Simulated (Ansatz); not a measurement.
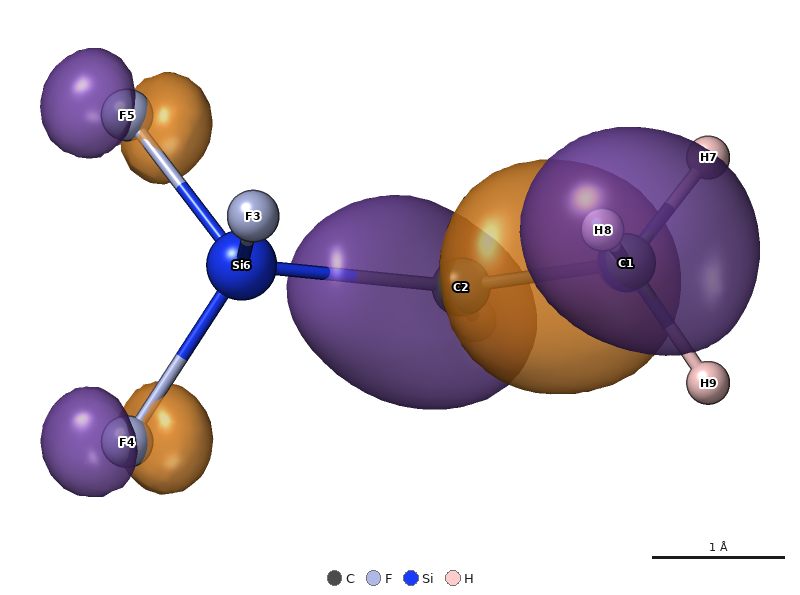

C₂H₄F₃Si (doublet). The HOMO−1 (β) at ±0.15 Å⁻³ᐟ² (orange and purple are the two phases), seen from one side.

Geometry: PBE0-D3(BJ)/def2-SVP.

Theory: Ansatz, isolated molecule in a Gaussian basis; Kohn-Sham density functional theory, functional PBE0.

Input file:

```
crystal:
  periodic: [false, false, false]
  atoms:
    - symbol: C
      position_ang: [-2.066425, 0.812929, -0.261072]
    - symbol: C
      position_ang: [-1.216663, -0.340989, -0.654907]
    - symbol: F
      position_ang: [-1.877602, -1.753071, 1.679848]
    - symbol: F
      position_ang: [0.512288, -2.121767, 0.762888]
    - symbol: F
      position_ang: [-1.477958, -3.179237, -0.440295]
    - symbol: Si
      position_ang: [-1.010485, -1.852051, 0.332342]
    - symbol: H
      position_ang: [-2.841738, 1.011684, -1.023625]
    - symbol: H
      position_ang: [-2.568221, 0.660708, 0.704446]
    - symbol: H
      position_ang: [-1.468323, 1.740295, -0.195024]
    - symbol: H
      position_ang: [-0.682583, -0.262032, -1.610083]
basis:
  gaussian: {orbitals: def2-SVPD}
hamiltonian: {xc: {name: PBE0}}
magnetization: {spin_polarized: true, initial_magnetization: 1}
output: {forces: true, orbitals: {seedname: orbitals}}
```

Command:

```sh
ansatz run input.yaml --threads 2 --pin off --max-ram 4350MiB --events-out events.jsonl --progress --plain --runs-dir runs
```

Q: Where does this orbital lie, and at what energy?

A: It lies mainly on C1 (about 30 %), C2 (about 30 %), H8 (about 10 %) and H10 (about 10 %). Its energy is −11.55 eV.
